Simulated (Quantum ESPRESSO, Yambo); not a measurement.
# BN (Qingsongite): one start, several treatments of the self-energy, part 2 of 2

How much does the gap of BN (Qingsongite) depend on the approximation to the self-energy?

Quantum ESPRESSO 7.5 and Yambo 5.3.0; PBE and many-body steps on it, plane waves. Known limits of the many-body steps: not at the basis limit.

So far. Step 2 (Empty states on the mesh, 8×8×8 mesh, 79 bands): On this mesh the gap is 4.535 eV. Step 4 (G0W0, Godby-Needs plasmon pole): The gap on the mesh goes from 4.53 eV to 5.89 eV, a correction of +1.35 eV.

### Step 5. One-shot COHSEX

This step: one-shot COHSEX on PBE, plane waves, norm-conserving pseudopotentials.

Contents of gw4.in:

```
HF_and_locXC
gw0
dyson
cohsex
em1s
rim_cut
RandQpts= 1000000
RandGvec= 1 RL
EXXRLvcs= 72 Ry
VXCRLvcs= 288 Ry
Chimod= "HARTREE"
% BndsRnXs
 1 | 34 |
%
NGsBlkXs= 10.5 Ry
% LongDrXs
 1 | 1 | 1 |
%
% GbndRnge
 1 | 34 |
%
DysSolver= "n"
ExtendOut
% QPkrange
 1 | 1 | 3 | 6 |
 21 | 21 | 3 | 6 |
%
```

Started as:

```
$ OMP_NUM_THREADS=1 mpirun -n 4 yambo -F gw4.in -J gw4 -C gw4 > gw4.log
```

The log of the run:

```text
 Yambo, version 5.3.0

 [02] CORE Variables Setup
 =========================

  [... cell, symmetries and grids as in the set-up ...]

  [02.05] Energies & Occupations
  ==============================

  [X] === General ===
  [X] Electronic Temperature                        :  0.000000  0.000000 [eV K]
  [X] Bosonic    Temperature                        :  0.000000  0.000000 [eV K]
  [X] Finite Temperature mode                       : no
  [X] El. density                                   :  0.67737E+24 [cm-3]
  [X] Fermi Level                                   :  11.15554 [eV]

  [X] === Gaps and Widths ===
  [X] Conduction Band Min                           :  4.534823 [eV]
  [X] Valence Band Max                              :  0.000000 [eV]
  [X] Filled Bands                                  :   4
  [X] Empty Bands                                   :    5   79
  [X] Direct Gap                                    :  8.878135 [eV]
  [X] Direct Gap localized at k                     :  1
  [X] Indirect Gap                                  :  4.534823 [eV]
  [X] Indirect Gap between kpts                     :   1  21
  [X] Last valence band width                       :  6.499738 [eV]
  [X] 1st conduction band width                     :  6.083197 [eV]

 [03] Transferred momenta grid and indexing
 ==========================================

 IBZ Q-points                                      :  29
 BZ  Q-points                                      :   512

 K/Q-points units:
 rlu = crystal or reduced units; cc = cartesian coordinates; iku = interal k-units

 Q [ 1]         [rlu]:  0.000000  0.000000  0.000000
 Q [ 2]         [rlu]: -0.19961E-16 -0.19961E-16  0.12500
 Q [ 3]         [rlu]:  0.53430E-17  0.53430E-17  0.25000
[...]
[xc] Functional : Perdew, Burke & Ernzerhof(X)+Perdew, Burke & Ernzerhof(C)
 [xc] LIBXC used to calculate xc functional
  PP Number of Atomic Species                      :  2
  NLCC RL compoments                               :   6615
  PP Number of Atomic Species                      :  2
  NLCC RL compoments                               :   6615

 [xc] E_xc :  -3.728796 [Ha]
      E_xc :  -7.457591 [Ry]

  Local XC kind (lXC) : Perdew, Burke & Ernzerhof(X)+Perdew, Burke & Ernzerhof(C)
  Non-Local XC kind (nlXC) : Hartree-Fock

  Corrections @ K [1] :  [eV]
 <3|nlXC|3> = -22.01824 -0.98243E-17 <3|lXC|3> = -18.51949 -0.75527E-15
 <4|nlXC|4> = -22.01825  0.13320E-16 <4|lXC|4> = -18.51949  0.94408E-16
 <5|nlXC|5> = -7.186728 -0.45786E-17 <5|lXC|5> = -13.77826  0.94408E-16
[...]
Corrections @ K [21] :  [eV]
[...]
<5|nlXC|5> = -7.432430  0.25398E-17 <5|lXC|5> = -12.56992  0.13313E-15
 <6|nlXC|6> = -6.805022  0.99242E-18 <6|lXC|6> = -12.69598 -0.94408E-16

 [08] Dyson equation: Newton solver
 ==================================

 [Newton] Sc step       :  0.100000 [eV]
 [Newton] Sc steps      :  1

  [08.01] G0W0 (COHSEX)
  =====================

  [  GW  ] Bands range     :   1   6

  QP @ state[ 1 ] K range:  1  1
  QP @ state[ 1 ] b range:   3   6
  QP @ state[ 2 ] K range:  21  21
  QP @ state[ 2 ] b range:   3   6

   Sc Empty Bands                                   : no
   Sc bands terminator                              : no
   Sx RL components                                 :   893

   QP @ state[ 1 ] K range                          :  1  1
   QP @ state[ 1 ] b range                          :   3   6
   QP @ state[ 2 ] K range                          :  21  21
   QP @ state[ 2 ] b range                          :   3   6
   GF WF`s kind                                     : Perdew, Burke & Ernzerhof(X)+Perdew, Burke & Ernzerhof(C)
   Xs energies kind                                 : Perdew, Burke & Ernzerhof(X)+Perdew, Burke & Ernzerhof(C)
   Xs WF`s kind                                     : Perdew, Burke & Ernzerhof(X)+Perdew, Burke & Ernzerhof(C)

 [11] Game Over & Game summary
```

Run time: 23 s. Hardware: 4 MPI ranks of Arm Neoverse V1, shared host; peak memory 1.2 GiB; 87 s of CPU time.

Numbers from this step:

```yaml
quasiparticle_gap_on_the_points_computed: 6.956 eV
starting_gap_on_the_mesh: 4.535 eV
k_of_the_valence_top: 0, 0, 0
k_of_the_conduction_bottom: 0, -0.5, -0.5
least_direct_quasiparticle_gap_on_the_computed_points: 11.77 eV
z_at_the_valence_top: 1
z_at_the_conduction_bottom: 1
```

Against G0W0 in Yambo (8×8×8 mesh, 34 bands, screening to 142.9 eV, Godby-Needs plasmon pole), the gap moves by +1.067 eV.

### Step 6. One-shot Hartree-Fock

This step: one-shot Hartree-Fock on PBE, plane waves, norm-conserving pseudopotentials.

Contents of gw5.in:

```
HF_and_locXC
rim_cut
RandQpts= 1000000
RandGvec= 1 RL
EXXRLvcs= 72 Ry
VXCRLvcs= 288 Ry
% QPkrange
 1 | 1 | 3 | 6 |
 21 | 21 | 3 | 6 |
%
```

Started as:

```
$ OMP_NUM_THREADS=1 mpirun -n 4 yambo -F gw5.in -J gw5 -C gw5 > gw5.log
```

The log of the run:

```text
 Yambo, version 5.3.0

 [02] CORE Variables Setup
 =========================

  [... cell, symmetries and grids as in the set-up ...]

  [02.05] Energies & Occupations
  ==============================

  [X] === General ===
  [X] Electronic Temperature                        :  0.000000  0.000000 [eV K]
  [X] Bosonic    Temperature                        :  0.000000  0.000000 [eV K]
  [X] Finite Temperature mode                       : no
  [X] El. density                                   :  0.67737E+24 [cm-3]
[...]
[xc] E_xc :  -3.728796 [Ha]
      E_xc :  -7.457591 [Ry]

  Local XC kind (lXC) : Perdew, Burke & Ernzerhof(X)+Perdew, Burke & Ernzerhof(C)
  Non-Local XC kind (nlXC) : Hartree-Fock

  Corrections @ K [1] :  [eV]
 <3|nlXC|3> = -22.01824 -0.98243E-17 <3|lXC|3> = -18.51949 -0.75527E-15
 <4|nlXC|4> = -22.01825  0.13320E-16 <4|lXC|4> = -18.51949  0.94408E-16
 <5|nlXC|5> = -7.186728 -0.45786E-17 <5|lXC|5> = -13.77826  0.94408E-16
[...]
Corrections @ K [21] :  [eV]
[...]
<5|nlXC|5> = -7.432430  0.25398E-17 <5|lXC|5> = -12.56992  0.13313E-15
 <6|nlXC|6> = -6.805022  0.99242E-18 <6|lXC|6> = -12.69598 -0.94408E-16

 [08] Game Over & Game summary
```

It took 3.5 s on 4 MPI ranks; peak memory 1.2 GiB.

This step gave:

| Quantity | Value |
| --- | --- |
| quasiparticle gap on the mesh | 13.17 eV |
| starting gap on the mesh | 4.535 eV |
| k of the valence top | 0, 0, 0 |
| k of the conduction bottom | 0, -0.5, -0.5 |
| least direct quasiparticle gap on the computed points | 18.97 eV |

Against G0W0 in Yambo (8×8×8 mesh, 34 bands, screening to 142.9 eV, Godby-Needs plasmon pole), the gap moves by +7.282 eV.

### Step 7. The runs together

Times are wall times on 4 MPI ranks of Arm Neoverse V1, shared host, good to a factor of about two.

```
                           run   mesh  bands  screening cutoff (eV)  DFT gap (eV)  gap on the mesh (eV)  direct (eV)   time
G0W0, Godby-Needs plasmon pole  8×8×8     34                  142.9         4.535                 5.889       10.860   29 s
               one-shot COHSEX  8×8×8     34                  142.9         4.535                 6.956       11.768   23 s
         one-shot Hartree-Fock  8×8×8      -                      -         4.535                13.171       18.968  3.5 s
```

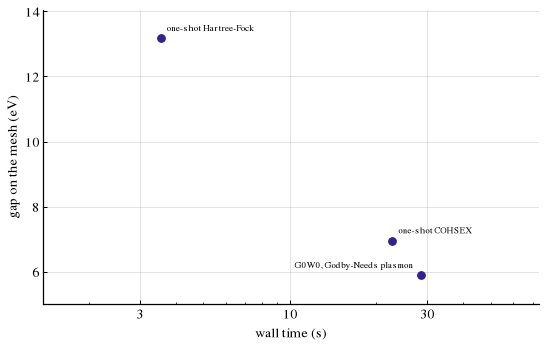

Result against wall time.

### Step 8. Results

| Property | Result |
| --- | --- |
| G0W0, Godby-Needs plasmon pole | 5.889 eV |
| one-shot COHSEX | 6.956 eV |
| one-shot Hartree-Fock | 13.171 eV |
| known limits | not at the basis limit |

**Reading.** One-shot COHSEX: +1.067 eV against G0W0, Godby-Needs plasmon pole. One-shot Hartree-Fock: +7.282 eV against G0W0, Godby-Needs plasmon pole. Bare exchange alone opens the gap to 13.17 eV; against G0W0, correlation takes back 7.28 eV. Static COHSEX lies above G0W0: it lacks the factor Z and overstates the Coulomb hole of the filled states. Bands and cutoff are finite, so the gap is not at the basis limit. The miss can reach some tenths of an eV and take either sign; the mesh is an error of its own.

[Paths, hosts, dates, memory and timing lines, banners, echoed tables and standing remarks are left out of the program output.]

[Logs are printed without paths, hosts, clocks, repeated set-up lines and the standing remarks that a program may print on its own settings, such as how far it seeks lower states.]

[Runs of the session that timed out or met a known fault of the program may be left out.]

[Hosts, paths, dates, database ids (printed as entryN), source tags and the programs' standing remarks are cut or masked in the printed files.]
